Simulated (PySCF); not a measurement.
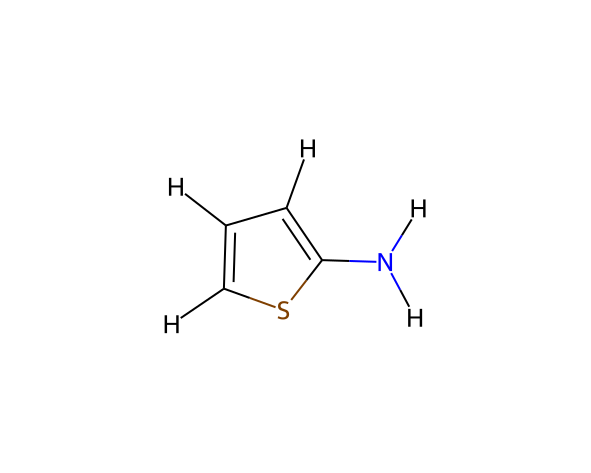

A structural formula.

**Transcribe the drawing into SMILES.**

Nc1cccs1

**What is the molecular formula?**

C4H5NS.

**An optimisation with GFN2-xTB gave a structure of which point group?**

C1.

The parts below concern this one geometry. Atoms keep their numbers from picture to picture. The computed structure is the end point of a GFN2-xTB optimisation. No frequency run is at hand to confirm it as a minimum.

**Geometry**

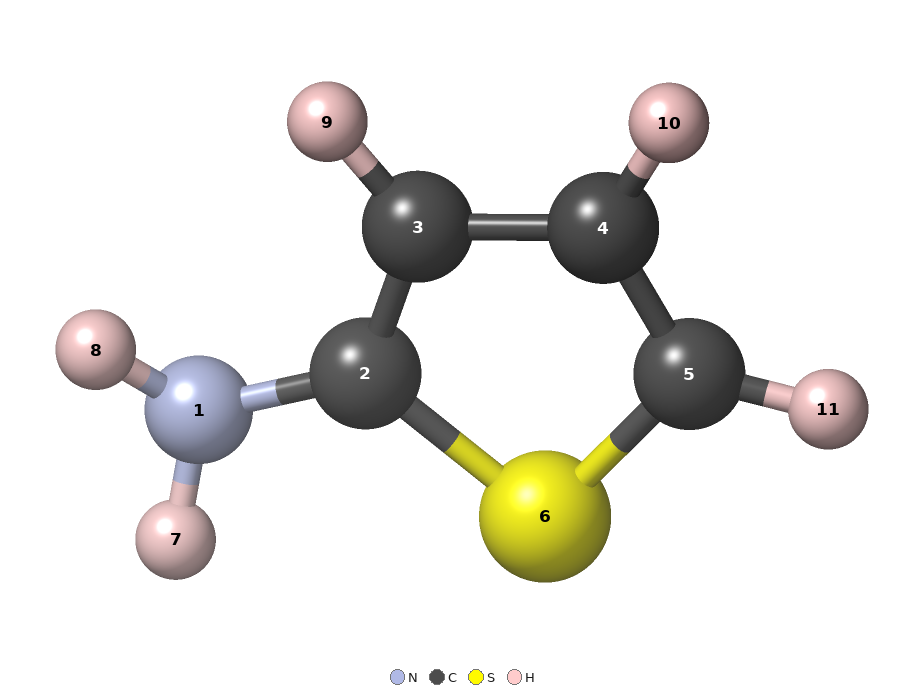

No frequency run is at hand to confirm it as a minimum.

Give the bond lengths.

```
  bond  length (Å)     order
 N1–C2       1.379    single
 N1–H7       1.008    single
 N1–H8       1.009    single
 C2–C3       1.363  aromatic
 C2–S6       1.740  aromatic
 C3–C4       1.415  aromatic
 C3–H9       1.075    single
 C4–C5       1.352  aromatic
C4–H10       1.076    single
 C5–S6       1.730  aromatic
C5–H11       1.071    single
```

**Core levels**

No frequency run is at hand to confirm it as a minimum. Properties computed with delta-SCF UKS SCAN, pcX-2 on the ionised atom, pcseg-1 elsewhere, spin-free X2C (PySCF 2.14.0).

Give the core-electron binding energies (to vacuum; p and d levels without spin–orbit splitting) of N1 1s, C2 1s, C3 1s, C4 1s, C5 1s, S6 1s, S6 2p.

```
atom  level  binding energy (eV)
  N1     1s                405.7
  C2     1s                291.6
  C3     1s                289.7
  C4     1s                290.0
  C5     1s                290.0
  S6     1s               2477.6
  S6     2p                170.1
```

**Electronic properties**

No frequency run is at hand to confirm it as a minimum. Level of theory: PBE0/def2-SVPD, gas phase (PySCF 2.14.0). Excitations: vertical, linear response.

**What is the LUMO energy (Kohn–Sham orbital)?**

−0.01 eV.

**What is the lowest vertical singlet excitation?**

4.57 eV.

**Give the HOMO energy (Kohn–Sham orbital) at this level.**

−5.69 eV.

**Give the dipole moment at this level.**

1.67 D.

**Polarisability**

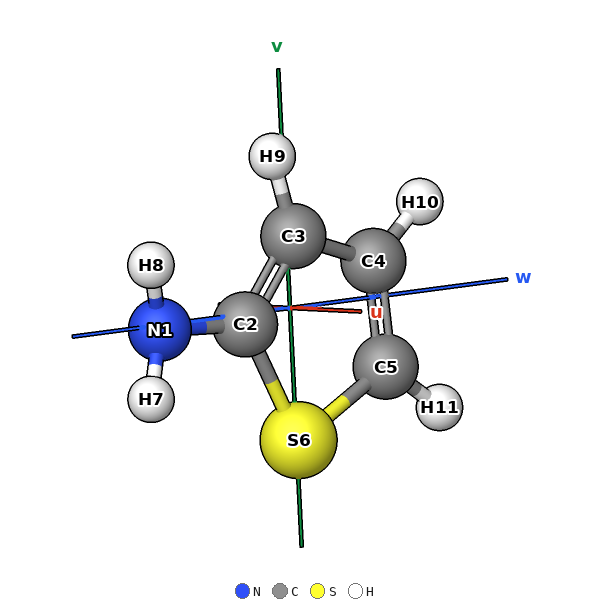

The lines u, v and w are the principal axes of the static dipole polarisability. No frequency run is at hand to confirm it as a minimum. Method: PBE0/def2-SVPD (PySCF 2.14.0).

**Along which axis is the molecule most polarisable, and along which least?**

Most along w (nearly parallel to the N1–C2 bond), least along u.

**Give the three principal values.**

u 47.2, v 79.8, w 89.1 bohr³; mean 72.1, anisotropy 38.1 bohr³.
